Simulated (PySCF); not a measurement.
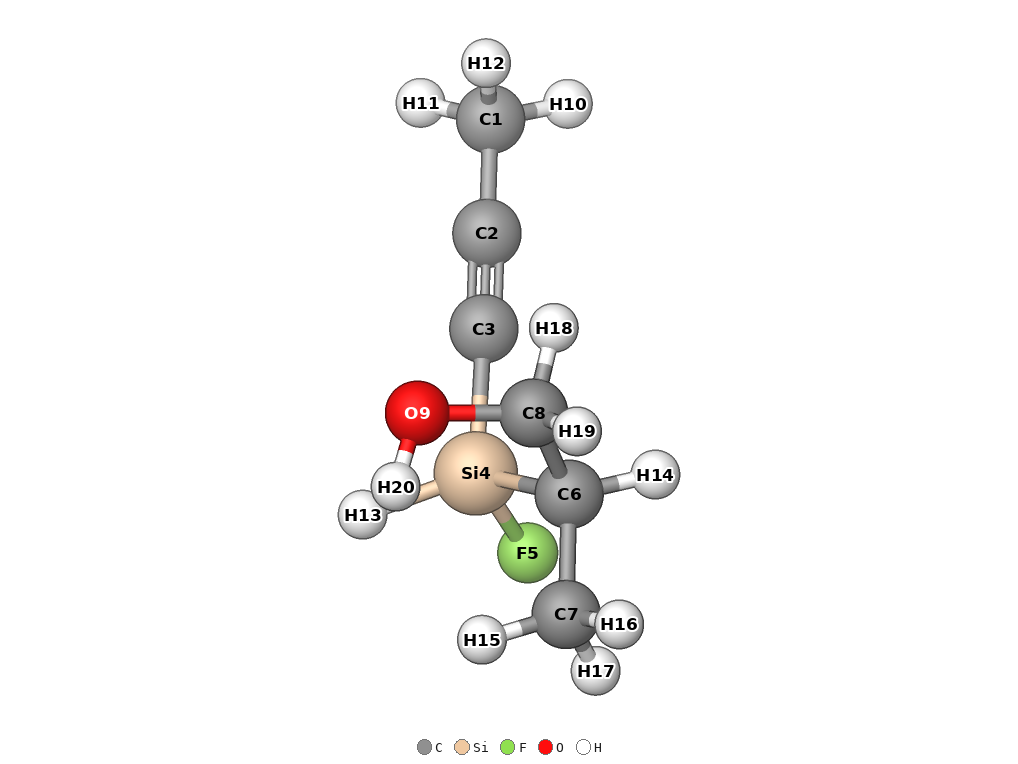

The geometry was computed by an optimisation with GFN2-xTB. No frequency run is at hand to confirm it as a minimum. Electric field gradients from the ground-state density, PBE0/pcSseg-1 (PySCF 2.14.0), non-relativistic apart from any core potentials.

Give the largest field-gradient component, the quadrupole coupling constant and the asymmetry for 17O at O9 (Q = −25.6 mb).

```csv
atom,V_zz (a.u.),e²qQ/h (MHz),η
O9,−1.907,11.47,0.90
```

The geometry is semi-empirical. Around Si such bond lengths and angles can be off by a tenth of an ångström or more and by several degrees, and values that hang on the shape move with them.
